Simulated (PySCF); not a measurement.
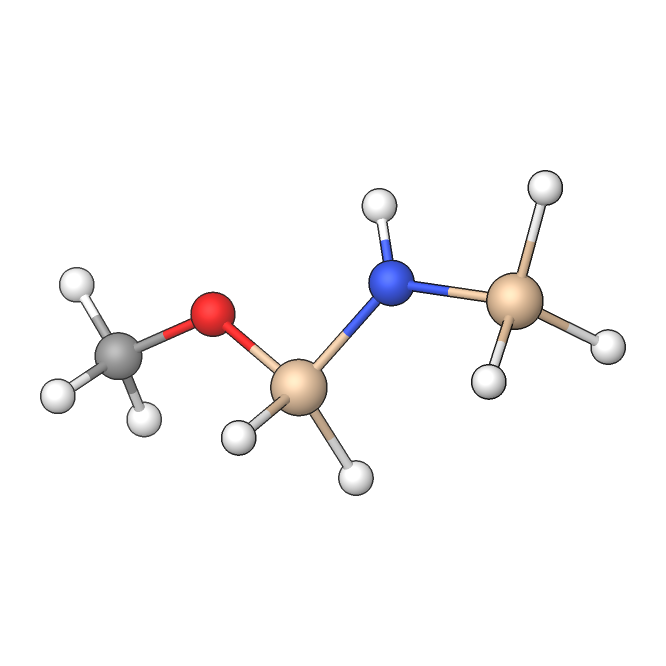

Rendered structure (ball-and-stick style). Every bond is drawn as one stick, whatever its order. Colours: carbon grey, oxygen red, silicon light orange, nitrogen blue, hydrogen white.

The geometry was computed by an optimisation with GFN2-xTB. No frequency run is at hand to confirm it as a minimum.

Question: Give the formula.

Answer: CH₉NOSi₂, 14 atoms: 1 carbon, 9 hydrogen, 1 nitrogen, 1 oxygen and 2 silicon.

Question: Name some functional groups or characteristic bonds that it holds.

Answer: Among them: Si–H bond, Si–O bond, Si–N bond.

Question: Which point group does it belong to?

Answer: C1.

Question: Count the bonded pairs by element.

Answer: 5 Si–H, 3 C–H, 2 N–Si, 1 C–O, 1 O–Si, 1 N–H.

The parts below concern this one geometry. Atoms keep their numbers from picture to picture.

Geometry

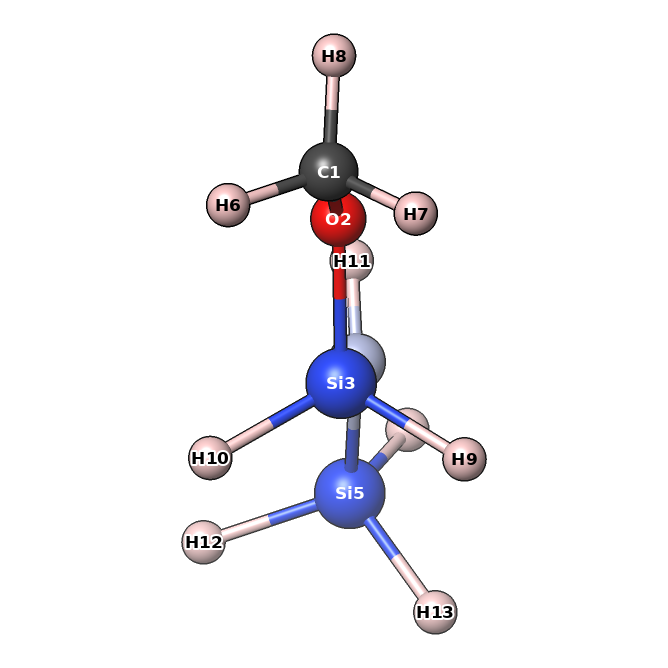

N4 lies behind Si3. The molecule seen nearly along the Si3–N4 bond, Si3 in front. Atoms fade into the background with distance from the viewer. No frequency run is at hand to confirm it as a minimum.

Question: What is the torsion angle O2–Si3–N4–Si5? The sign is positive where the front bond must turn clockwise to cover the back bond.

Answer: −173°, antiperiplanar (anti).

Electronic properties

No frequency run is at hand to confirm it as a minimum. Method: ωB97X-D/def2-SVPD, gas phase (PySCF 2.14.0). Excitations: vertical, linear response.

Question: Estimate the lowest vertical singlet excitation.

Answer: 6.23 eV.

Question: Give the brightest of the 8 lowest singlets at this level.

Answer: 8.22 eV.

Question: Give the dipole moment at this level.

Answer: 1.10 D.

Question: Estimate the LUMO energy (Kohn–Sham orbital).

Answer: 1.70 eV.

Polarisability

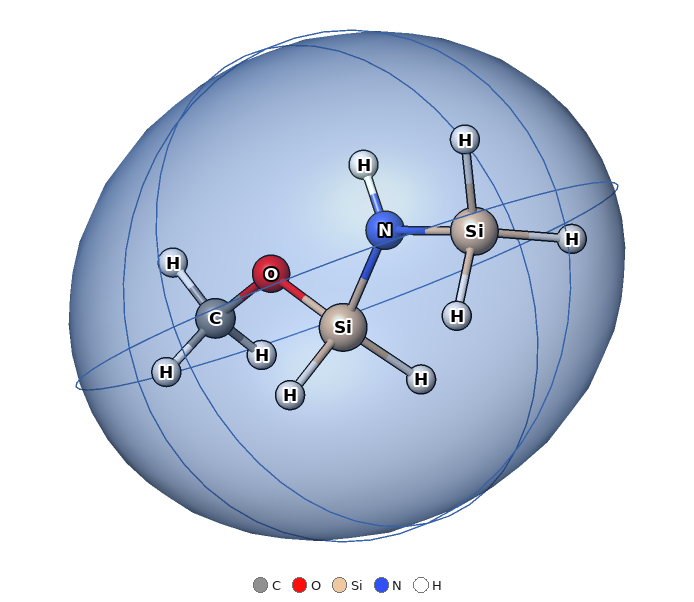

The ellipsoid shows the static dipole polarisability: its half-axes are proportional to the principal values. No frequency run is at hand to confirm it as a minimum. Method: ωB97X-D/def2-SVPD (PySCF 2.14.0).

Question: Give the principal values, the mean and the anisotropy.

Answer: Principal values 66.9, 68.7, 90.2 bohr³; mean 75.3 bohr³ (11.15 Å³); anisotropy 22.5 bohr³, so the longest axis is 1.35 times the shortest.

Charges

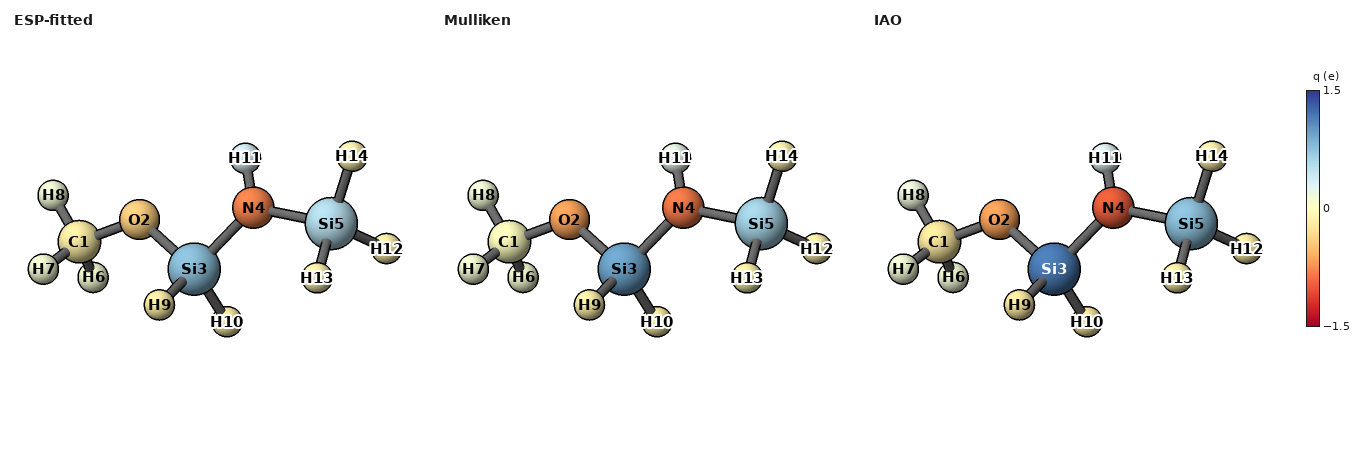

Atomic charges of one calculation by 3 schemes, on one colour scale. No frequency run is at hand to confirm it as a minimum. Level of theory: PBE0/pcSseg-1 (PySCF 2.14.0).

Question: Which scheme gives the most polar picture (largest mean size of the charges)?

Answer: The IAO charges are the largest in size here, and the ESP-fitted charges the smallest.

Question: On which atom do the schemes disagree most?

Answer: On Si3 (from 0.76 to 1.14 e).

List the charges (e), one line for each set of equivalent atoms.

```
atom  ESP-fitted  Mulliken    IAO
  C1       −0.16     −0.01  −0.20
  O2       −0.39     −0.64  −0.64
 Si3        0.76      0.93   1.14
  N4       −0.78     −0.82  −0.96
 Si5        0.54      0.63   0.75
  H6        0.10      0.10   0.13
  H7        0.10      0.10   0.13
  H8        0.12      0.12   0.15
  H9       −0.14     −0.14  −0.18
 H10       −0.14     −0.15  −0.19
 H11        0.35      0.22   0.28
 H12       −0.13     −0.11  −0.16
 H13       −0.10     −0.11  −0.14
 H14       −0.11     −0.11  −0.13
```

Mulliken values depend strongly on the basis set and can even reverse the polarity of a bond. The geometry is semi-empirical. Around Si such bond lengths and angles can be off by a tenth of an ångström or more and by several degrees, and values that hang on the shape move with them.
